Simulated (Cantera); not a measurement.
A closed system holds: 1 mol Si, a varied amount of O2, 26 mol N2, equilibrated at 1252 °C and 1 atm.

Equilibrium computed with Cantera from the NASA thermochemical tables; the gas is ideal and each condensed phase is pure. Candidate condensed phases: Si, SiO2, Si2N2O, Si3N4; 16 gas species. Mutual solubility and eutectic melting of coexisting phases are not modelled. The tables hold silica as quartz up to 1696 K and as liquid above; real silica turns to tridymite and cristobalite and melts near 1996 K. The numbers say what is thermodynamically allowed, not how fast it happens.

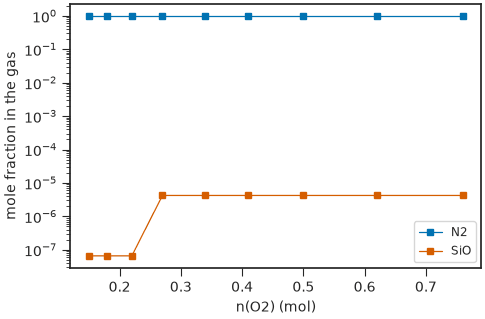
Fig. 1. Equilibrium gas composition (values under 1e-9 drawn at 1e-9)

From 0.15 mol O2 to 0.22 mol O2 the condensed part is Si2N2O(s) + Si3N4(s). From 0.27 mol O2 to 0.76 mol O2 the condensed part is SiO2(β-quartz) + Si2N2O(s). The main Si-bearing gas is SiO throughout.
